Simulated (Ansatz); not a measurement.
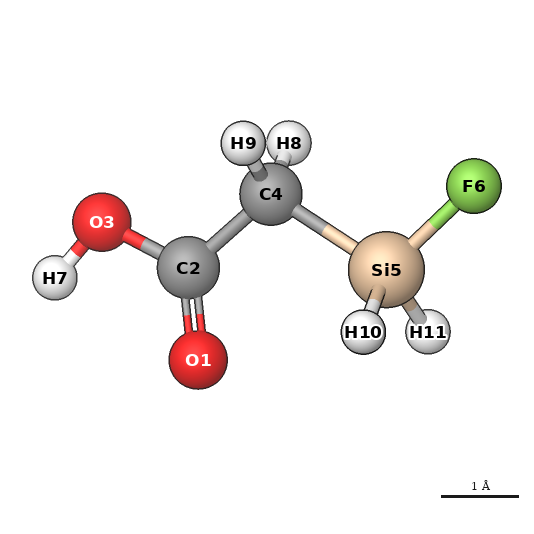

Numbered structure. The geometry was computed by an optimisation with PBE-D4/def2-SVP. No frequency run is at hand to confirm it as a minimum.

Which atoms are bonded, and how long are the bonds?

| bond | length (Å) | order |
| --- | --- | --- |
| O1–C2 | 1.222 | double |
| C2–O3 | 1.351 | single |
| C2–C4 | 1.507 | single |
| O3–H7 | 0.983 | single |
| C4–Si5 | 1.896 | single |
| C4–H8 | 1.111 | single |
| C4–H9 | 1.111 | single |
| Si5–F6 | 1.647 | single |
| Si5–H10 | 1.497 | single |
| Si5–H11 | 1.497 | single |
